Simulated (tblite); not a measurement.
# Molecular dynamics, with input and output: C₂H₃F₃

C₂H₃F₃ (Ethane, 1,1,2-trifluoro), computed with GFN2-xTB Langevin dynamics, gas phase (tblite 0.8.0).

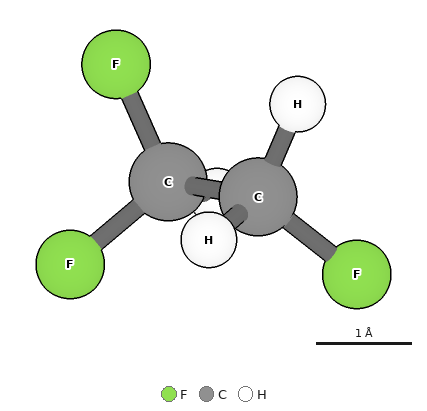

Fig. 1: The input geometry (ball-and-stick view, seen at a tilt).

Key numbers

| quantity | value |
| --- | --- |
| outcome | finished |
| mean temperature over the second half | 293 K |
| trajectory | 25 frames kept, 12600 fs |
| hardware | 1 CPU thread, shared host |
| wall time | 16 s |
| peak memory | 0.38 GiB |

Input file
```
{"job": {"dt": 1.5, "steps": 8000, "equilibration": 400, "friction": 0.005, "h_mass": 4.0, "temperature": 300, "xc": "GFN2-xTB", "basis": "xTB", "kind": "md"}, "charge": 0, "multiplicity": 1}
F      1.553150    -0.607336    -0.658471
C      0.756624     0.182410     0.118656
C     -0.713390    -0.143568    -0.148417
F     -1.194100    -1.027512     0.752182
F     -1.465262     0.973519    -0.020034
H      0.955601     1.224356    -0.150907
H      1.012973    -0.007268     1.165354
H     -0.869366    -0.556950    -1.156624
```

The first line tells a small driver script what to run in tblite; the rest is the geometry in Å.

Command:
```bash
OMP_NUM_THREADS=1 python <driver script> task.json out
```

Log
```
t/fs     T/K   E - E0/eV
     0.0    427.0     0.0000
   525.0    387.4     0.2145
  1050.0    326.2     0.1333
  1575.0    268.2     0.2296
  2100.0    413.5     0.1511
  2625.0    269.2     0.1953
  3150.0    293.7     0.1666
  3675.0    233.1     0.1239
  4200.0    355.2     0.1618
  4725.0    316.6     0.2046
  5250.0    328.6     0.1622
  5775.0    333.7     0.2835
  6300.0    272.1     0.1833
  6825.0    231.3     0.3825
  7350.0    214.4     0.3666
  7875.0    329.9     0.2253
  8400.0    539.5     0.2233
  8925.0    238.4     0.3306
  9450.0    336.0     0.1469
  9975.0    238.1     0.1710
 10500.0    241.3     0.2352
 11025.0    320.9     0.2816
 11550.0    217.6     0.1294
 12075.0    236.9     0.2007
 12600.0    389.2     0.1954
```

Trajectory as extended XYZ (Å, eV, eV/Å), 25 frames, from step=0 to step=8400
```
8
Properties=species:S:1:pos:R:3:forces:R:3 step=0 time_fs=0.0 energy=-544.30723 temperature=427.0
F     1.5532   -0.6073   -0.6585   -0.0030  -0.0010  -0.0010
C     0.7566    0.1824    0.1187    0.0020   0.0000  -0.0010
C    -0.7134   -0.1436   -0.1484    0.0010   0.0010   0.0010
F    -1.1941   -1.0275    0.7522    0.0000  -0.0020   0.0000
F    -1.4653    0.9735   -0.0200    0.0010   0.0000  -0.0010
H     0.9556    1.2244   -0.1509    0.0000   0.0020   0.0000
H     1.0130   -0.0073    1.1654   -0.0020   0.0000   0.0020
H    -0.8694   -0.5570   -1.1566    0.0000   0.0000   0.0010
8
Properties=species:S:1:pos:R:3:forces:R:3 step=350 time_fs=525.0 energy=-544.09274 temperature=387.4
F     0.5746   -1.3370   -1.1892    0.3300   0.0930   0.1760
C     0.2950   -1.4033    0.1539   -0.0480  -0.0560   0.0630
C    -1.2311   -1.5452    0.2187   -0.8630   0.3610   1.6410
F    -1.6260   -2.2339    1.3642    0.6020   0.0090  -1.1790
F    -1.9832   -0.4026    0.3564    0.9870  -0.2120  -0.3850
H     0.6912   -0.4693    0.6292   -0.2680  -0.8380  -0.2180
H     0.7554   -2.3695    0.5264   -0.3650   1.1020  -0.1270
H    -1.5525   -2.0204   -0.7065   -0.3750  -0.4590   0.0280
8
Properties=species:S:1:pos:R:3:forces:R:3 step=700 time_fs=1050.0 energy=-544.17396 temperature=326.2
F    -1.8735   -0.5051   -2.2210    0.2180   0.1800   0.1100
C    -1.4843   -0.9256   -0.9675   -0.2730  -0.4480  -1.0020
C    -2.2552   -2.2372   -0.7032    1.0130   0.0870   0.4810
F    -1.4284   -3.3329   -0.7398   -0.7620   0.6300   0.0000
F    -2.7766   -2.1470    0.5344    0.0910  -0.4020   0.6210
H    -1.8818   -0.2134   -0.2569    0.2210   0.4510   0.2340
H    -0.3795   -0.9943   -0.9938   -0.5670  -0.1660   0.2500
H    -3.1277   -2.3371   -1.3415    0.0590  -0.3310  -0.6940
8
Properties=species:S:1:pos:R:3:forces:R:3 step=1050 time_fs=1575.0 energy=-544.07768 temperature=268.2
F    -2.2200   -1.3439   -3.0182    0.5120   0.2650  -0.8600
C    -2.6583   -1.1831   -1.7689    1.9440   0.2550   1.5270
C    -2.4185   -2.4562   -0.9742    0.0170  -0.1690   1.0540
F    -1.1063   -2.5758   -0.5504   -1.3840   0.1500  -0.1470
F    -3.2655   -2.3878    0.1126    0.8360   0.0520   0.0070
H    -3.6790   -0.9941   -1.7905   -2.0860   0.3570  -0.1110
H    -2.1496   -0.3368   -1.2036   -0.1600  -0.6850  -0.9380
H    -2.7276   -3.3834   -1.4525    0.3210  -0.2250  -0.5330
8
Properties=species:S:1:pos:R:3:forces:R:3 step=1400 time_fs=2100.0 energy=-544.15612 temperature=413.5
F    -3.1049   -1.9689   -3.0987    0.4540   0.3020  -0.0010
C    -2.5778   -1.2754   -2.0265   -1.1610  -0.2140  -0.1410
C    -2.9324   -2.1459   -0.8247   -1.1770   0.9050   0.8520
F    -2.4961   -1.6030    0.3628   -0.1850  -0.4240  -0.9000
F    -4.3019   -2.2501   -0.7154    0.7900   0.1380   0.0970
H    -3.0510   -0.2713   -2.0508    0.2720  -0.5010   0.2840
H    -1.5098   -1.2552   -2.0932    0.7090   0.2380  -0.3440
H    -2.5566   -3.1517   -0.9531    0.2980  -0.4460   0.1530
8
Properties=species:S:1:pos:R:3:forces:R:3 step=1750 time_fs=2625.0 energy=-544.11197 temperature=269.2
F    -3.7251   -2.1298   -4.2554   -0.0180  -0.0890   0.4090
C    -3.5372   -1.2948   -3.1813   -0.9040  -1.0410   0.4890
C    -3.8920   -2.0214   -1.8372   -0.6560   0.2620   0.1630
F    -3.8141   -1.1359   -0.7623    0.1300  -0.8800  -1.2920
F    -5.2117   -2.4462   -1.8478    1.3940   0.2980  -0.0020
H    -4.1741   -0.4420   -3.3548   -0.2780   0.4200   0.1340
H    -2.5042   -1.0539   -3.1781    1.0460   0.4560   0.1280
H    -3.2026   -2.8914   -1.6437   -0.7150   0.5750  -0.0280
8
Properties=species:S:1:pos:R:3:forces:R:3 step=2100 time_fs=3150.0 energy=-544.14067 temperature=293.7
F    -2.7656   -3.5430   -4.0304    0.5570  -0.3120   0.1810
C    -3.3276   -2.3269   -3.8619    0.3050   1.3440  -0.4610
C    -3.9053   -2.2212   -2.4288   -0.4330   0.5410   0.1610
F    -3.1199   -1.4915   -1.5771   -0.0910  -0.6490  -0.5910
F    -5.0928   -1.5298   -2.4105    0.4550  -0.4090  -0.3530
H    -4.0951   -2.2938   -4.6581   -0.1740   0.3010   0.5700
H    -2.5567   -1.4920   -4.1083   -0.9360  -1.2960   0.6510
H    -4.1165   -3.2282   -1.9919    0.3160   0.4790  -0.1590
8
Properties=species:S:1:pos:R:3:forces:R:3 step=2450 time_fs=3675.0 energy=-544.18330 temperature=233.1
F    -1.9094   -2.8014   -4.7948   -0.1110  -0.1980  -0.1530
C    -1.9531   -1.6400   -4.1087   -0.2540   0.6060   0.9540
C    -2.8614   -1.8012   -2.8529    0.3650   0.4500   0.9450
F    -2.2065   -2.3713   -1.8076    0.1750   0.0580  -0.3080
F    -3.3032   -0.5942   -2.3402    0.5320  -0.4860  -0.7660
H    -2.4306   -0.8646   -4.7051   -0.0750   0.0520  -0.3970
H    -0.9079   -1.3315   -3.8931   -0.5320  -0.2520   0.2660
H    -3.7668   -2.3950   -2.9849   -0.1000  -0.2300  -0.5410
8
Properties=species:S:1:pos:R:3:forces:R:3 step=2800 time_fs=4200.0 energy=-544.14547 temperature=355.2
F    -2.4980   -2.5717   -4.5005   -1.1520  -0.1600  -1.0880
C    -1.5962   -2.2018   -3.6153    1.9550   0.1270   1.8910
C    -2.2048   -1.2555   -2.5482   -1.0890  -1.2320   0.2350
F    -1.8747   -1.5463   -1.2458    0.0110  -0.4410  -0.7230
F    -1.8567   -0.0029   -2.6851    0.5600   1.4260  -0.5160
H    -0.7384   -1.6987   -4.1271   -0.5240  -0.3460   0.2550
H    -1.2630   -3.1368   -3.0917    0.0300   0.6120  -0.2890
H    -3.3135   -1.3238   -2.6463    0.2090   0.0150   0.2360
8
Properties=species:S:1:pos:R:3:forces:R:3 step=3150 time_fs=4725.0 energy=-544.10260 temperature=316.6
F    -2.1777   -3.5502   -2.8732   -0.5340   1.0390  -0.0220
C    -2.1837   -2.3437   -2.1773    1.8660  -0.2180  -0.9450
C    -3.0889   -1.2403   -2.6634    0.3280   0.3940  -0.9840
F    -4.3436   -1.3898   -2.2625   -0.7460  -0.2900   0.1130
F    -2.7144   -0.0243   -2.1537    0.2870  -0.5920  -0.1510
H    -1.1214   -1.9903   -2.2563   -0.6880  -0.0780   0.2470
H    -2.4572   -2.5772   -1.1973   -0.2330  -0.4780   1.8130
H    -3.0365   -1.1853   -3.7632   -0.2800   0.2240  -0.0710
8
Properties=species:S:1:pos:R:3:forces:R:3 step=3500 time_fs=5250.0 energy=-544.14500 temperature=328.6
F    -1.7722   -3.1711   -2.2132   -0.1000   0.1910  -0.5470
C    -2.6460   -2.1119   -2.0249    0.8220  -1.2850   0.9520
C    -3.7095   -2.0301   -3.1063    1.6440   0.5880  -0.3340
F    -4.8837   -2.4226   -2.7003   -1.5810  -0.3020   0.7260
F    -3.7792   -0.7155   -3.4226   -0.4730   0.3070  -0.4240
H    -2.0026   -1.2187   -1.9731   -0.4730  -0.1310  -0.0040
H    -3.0924   -2.4115   -1.0642   -0.1990   0.7040   0.0110
H    -3.4793   -2.6062   -4.0025    0.3600  -0.0730  -0.3790
8
Properties=species:S:1:pos:R:3:forces:R:3 step=3850 time_fs=5775.0 energy=-544.02372 temperature=333.7
F    -2.5068   -3.6637   -1.0368   -0.2100  -0.0800  -0.7600
C    -3.6186   -3.2674   -1.7180   -0.7510   0.9330  -0.7820
C    -3.5605   -3.2846   -3.2639    0.0510  -0.7030  -1.1300
F    -4.2711   -4.3807   -3.7817    1.0320   0.9370   0.7530
F    -4.1345   -2.2366   -3.9501    0.1540  -0.3400   1.2810
H    -3.8385   -2.2442   -1.4288    0.1640   0.5060   0.1770
H    -4.4814   -3.8416   -1.4318   -0.2580  -0.7480   0.3980
H    -2.5141   -3.2799   -3.6278   -0.1820  -0.5060   0.0630
8
Properties=species:S:1:pos:R:3:forces:R:3 step=4200 time_fs=6300.0 energy=-544.12392 temperature=272.1
F    -4.3548   -2.3131   -0.4259    0.2990  -0.0310  -0.4080
C    -4.8500   -3.2575   -1.3146   -0.5890   0.1260   1.6670
C    -4.3316   -2.9879   -2.6941    0.3470   0.4800  -1.0350
F    -4.1259   -4.0968   -3.4390   -0.3370  -0.0550   0.2240
F    -5.1943   -2.1848   -3.4492    0.8930  -0.8070   0.9420
H    -5.9236   -3.0738   -1.2436   -0.2940  -0.3910  -0.2560
H    -4.5708   -4.2183   -0.8209   -0.1240   0.3060  -0.8970
H    -3.3399   -2.5090   -2.6027   -0.1960   0.3700  -0.2370
8
Properties=species:S:1:pos:R:3:forces:R:3 step=4550 time_fs=6825.0 energy=-543.92476 temperature=231.3
F    -5.3124   -2.3395    0.2713    1.1440  -1.3520  -0.8090
C    -4.4119   -3.2037   -0.4211   -0.2170   1.6580   0.0690
C    -4.7853   -3.2613   -1.9343    2.9110  -0.7030   1.2290
F    -3.5243   -3.5417   -2.5567   -1.3360   0.8330   0.3010
F    -5.4897   -4.3039   -2.2414   -1.2510  -1.3330  -0.2770
H    -4.2745   -4.1528    0.0776   -0.9590  -0.4680   0.0300
H    -3.3966   -2.7815   -0.3277   -0.3340   0.5460  -0.1980
H    -5.2581   -2.3822   -2.3179    0.0410   0.8200  -0.3450
8
Properties=species:S:1:pos:R:3:forces:R:3 step=4900 time_fs=7350.0 energy=-543.94064 temperature=214.4
F    -5.4654   -2.4628   -0.4730   -0.8820   0.2220   0.6760
C    -4.5041   -2.9138   -1.2830   -1.4250  -1.7560  -1.1130
C    -5.1184   -3.7383   -2.4615   -0.4080  -0.6030  -0.4670
F    -4.3101   -3.7188   -3.5683   -0.2640   1.0470   0.2860
F    -5.0760   -5.0654   -2.2099   -0.7710  -0.1190   0.6230
H    -3.8035   -3.4705   -0.7016    0.5750  -0.5290   0.2660
H    -4.1223   -2.1093   -1.7931    1.4810   2.2790  -0.8920
H    -6.1997   -3.4065   -2.7794    1.6940  -0.5410   0.6200
8
Properties=species:S:1:pos:R:3:forces:R:3 step=5250 time_fs=7875.0 energy=-544.08198 temperature=329.9
F    -4.9340   -4.5020   -0.5270    0.1160   0.1530  -0.5700
C    -5.3492   -3.9212   -1.7163    1.5160  -1.9310  -0.0490
C    -5.7085   -5.0010   -2.7498   -0.2770   0.8330  -1.4740
F    -6.3260   -4.3061   -3.7941   -0.0540  -0.2740   0.7220
F    -4.6375   -5.5135   -3.3657    0.5330  -0.2690   0.2770
H    -4.5035   -3.3596   -2.1650   -0.5470   0.0960   0.5260
H    -6.2354   -3.4334   -1.4562   -1.1990   1.3450   0.0800
H    -6.3729   -5.8317   -2.5037   -0.0890   0.0470   0.4880
8
Properties=species:S:1:pos:R:3:forces:R:3 step=5600 time_fs=8400.0 energy=-544.08394 temperature=539.5
F    -4.4862   -4.9236    0.3749   -0.3870   0.3520   0.6440
C    -4.8140   -4.2796   -0.7650    0.7790  -0.3690  -1.1410
C    -5.0302   -5.3427   -1.8446    1.7870  -0.9480   0.9770
F    -6.3006   -5.7151   -1.8669   -0.6160  -0.3600  -0.4290
F    -4.6735   -4.8229   -3.0242   -0.2250  -0.0090  -0.6960
H    -3.9666   -3.6752   -1.0769    0.4820   0.1480   0.0700
H    -5.6689   -3.6308   -0.7828   -0.7220   0.1470   0.9300
H    -4.3362   -6.2579   -1.6359   -1.0980   1.0390  -0.3550
8
Properties=species:S:1:pos:R:3:forces:R:3 step=5950 time_fs=8925.0 energy=-543.97665 temperature=238.4
F    -3.2470   -4.2129    0.5253    0.3250  -0.0060  -0.5130
C    -4.2328   -4.4510   -0.4302    1.1030   0.0430   2.3810
C    -3.7792   -5.3697   -1.5316   -0.5610   0.3040  -0.9780
F    -4.9991   -5.6440   -2.1115    0.6170  -0.8960  -0.0950
F    -3.0891   -4.7583   -2.5685   -0.2800  -0.5270   1.3160
H    -4.5183   -3.4826   -0.7730   -0.3990   0.6630  -0.5110
H    -4.9850   -4.9081    0.2417   -0.2730  -0.1110  -0.9510
H    -3.2176   -6.2691   -1.1564   -0.5320   0.5300  -0.6500
8
Properties=species:S:1:pos:R:3:forces:R:3 step=6300 time_fs=9450.0 energy=-544.16030 temperature=336.0
F    -1.7103   -3.7005   -0.8576    0.3840   0.0090  -0.1320
C    -2.7881   -3.6383   -1.7094    0.5650   0.6600   0.1170
C    -3.5975   -4.9103   -1.4148   -0.7160   1.2230  -0.3570
F    -4.9415   -4.6207   -1.2601    0.9160  -0.3220  -0.1320
F    -3.4890   -5.7842   -2.4249   -0.1420  -0.1630   0.1490
H    -2.3810   -3.5765   -2.7416   -0.3410  -0.2230   0.4530
H    -3.2471   -2.6710   -1.4252   -0.4300  -0.5860  -0.3030
H    -3.1926   -5.2936   -0.4799   -0.2370  -0.5980   0.2050
8
Properties=species:S:1:pos:R:3:forces:R:3 step=6650 time_fs=9975.0 energy=-544.13624 temperature=238.1
F    -1.9076   -3.7750   -1.5696    0.2400   0.6420   0.5870
C    -2.9597   -3.6097   -2.3901   -0.4660  -0.9180  -1.8700
C    -3.7293   -4.9569   -2.3782   -0.1280   0.3910   0.9670
F    -5.0849   -4.7861   -2.3877    0.4840   0.0340  -0.2410
F    -3.3806   -5.6541   -3.4511   -0.1790  -0.6360  -0.6080
H    -2.5337   -3.4912   -3.4466   -0.5290   0.1500   1.1530
H    -3.6752   -2.8146   -2.1502    0.6160   0.1360   0.3760
H    -3.4902   -5.5485   -1.4619   -0.0390   0.2020  -0.3640
8
Properties=species:S:1:pos:R:3:forces:R:3 step=7000 time_fs=10500.0 energy=-544.07205 temperature=241.3
F    -1.7318   -2.8853   -1.5000   -0.1420  -0.2830  -0.8430
C    -2.0928   -2.7837   -2.8395   -1.0630   0.8100   0.1210
C    -2.3039   -4.1844   -3.4646    1.5100   0.1820   0.8430
F    -3.5197   -4.5224   -3.8326   -0.8760   0.1880  -0.2450
F    -1.4841   -4.3981   -4.5487   -0.4300   0.4390   0.3460
H    -1.2374   -2.3446   -3.3662   -0.2370   0.3120   0.1210
H    -3.0310   -2.1124   -2.8056    1.2710  -0.9670  -0.4630
H    -1.9478   -4.8535   -2.6773   -0.0330  -0.6820   0.1220
8
Properties=species:S:1:pos:R:3:forces:R:3 step=7350 time_fs=11025.0 energy=-544.02565 temperature=320.9
F    -1.3173   -3.7179   -1.9251   -0.4150   0.2680  -0.4520
C    -1.9656   -3.1894   -3.0135   -0.9810  -0.0660   0.6180
C    -1.9122   -4.0751   -4.2224    0.4580  -0.3950  -0.1990
F    -3.0331   -4.7242   -4.6050   -0.1770   0.0020   0.6690
F    -1.6488   -3.2625   -5.2219    0.2790   1.2440  -2.0740
H    -1.5491   -2.2176   -3.2847    0.3530  -0.0300   0.2560
H    -3.0365   -3.0521   -2.8462   -0.1200   0.0930   0.8440
H    -1.0847   -4.7537   -4.2083    0.6030  -1.1150   0.3370
8
Properties=species:S:1:pos:R:3:forces:R:3 step=7700 time_fs=11550.0 energy=-544.17779 temperature=217.6
F    -2.1290   -2.2406   -2.5020   -0.3750  -0.6660  -0.2020
C    -2.7458   -3.0215   -3.4886    0.3310   0.3730   1.9530
C    -1.6662   -3.7015   -4.2656   -0.4550   0.4940  -1.0430
F    -2.1661   -4.7754   -4.8866   -0.2160  -0.6120  -0.3330
F    -1.2733   -2.8560   -5.2517    0.5070  -0.1870  -0.0210
H    -3.2930   -2.2990   -4.0432   -0.6680   0.3520  -0.8350
H    -3.3828   -3.7764   -3.0090    0.0300   0.2540   0.1040
H    -0.8450   -4.0268   -3.6584    0.8450  -0.0070   0.3770
8
Properties=species:S:1:pos:R:3:forces:R:3 step=8050 time_fs=12075.0 energy=-544.10652 temperature=236.9
F    -2.2325   -2.8399   -2.2512   -0.1750   0.0620  -1.1410
C    -2.4805   -2.7778   -3.6399    1.3880  -0.2960   1.3470
C    -1.2428   -3.3157   -4.3950    0.0300  -0.9570   0.3470
F    -1.7002   -4.1865   -5.3285   -0.0120  -0.1250  -0.3210
F    -0.6028   -2.3522   -5.1089   -0.0180  -0.4750   0.7670
H    -2.6114   -1.7270   -3.8708   -0.4290   0.0870  -0.1260
H    -3.2983   -3.4686   -3.8221   -0.3250   0.2780  -0.1090
H    -0.5670   -3.9807   -3.7253   -0.4590   1.4260  -0.7650
8
Properties=species:S:1:pos:R:3:forces:R:3 step=8400 time_fs=12600.0 energy=-544.11183 temperature=389.2
F    -3.3029   -2.7764   -1.8598    0.5000   0.4440   1.3510
C    -4.1442   -3.2647   -2.7584   -0.7890  -0.6850  -1.5320
C    -3.3038   -3.4120   -4.0585   -2.8450   0.2860  -0.2250
F    -3.7801   -4.4036   -4.8672    0.4230   0.3520   0.4230
F    -3.4703   -2.2532   -4.7470    0.3460  -0.2020  -0.2400
H    -4.9531   -2.5577   -2.9700    0.0200   0.2140   0.2080
H    -4.6065   -4.2059   -2.4241    0.4270   0.0250   0.0250
H    -2.3062   -3.5355   -3.7823    1.9180  -0.4330  -0.0090
```

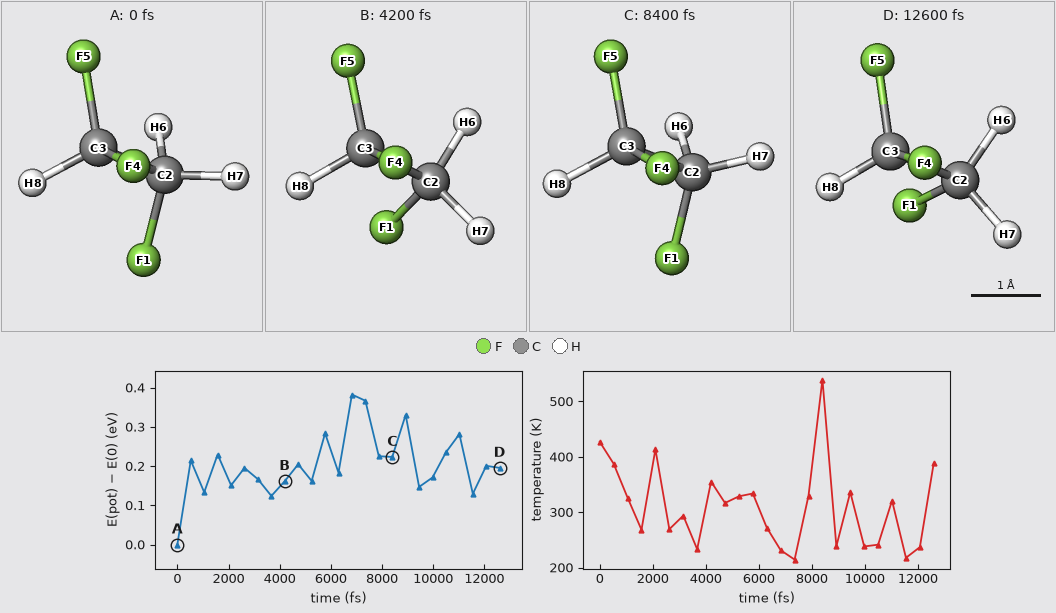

Fig. 2: Frames of the molecular dynamics (ball-and-stick, seen at a tilt) above the curves, on which the letters mark them. The trajectory kept here has 25 frames over 12600 fs. The temperature starts at 427 K, ranges from 214 to 540 K and averages 293 K over the second half. The potential energy ends 0.195 eV above its first value. After an unweighted best fit of the last frame on the first, the root-mean-square displacement is 0.47 Å.
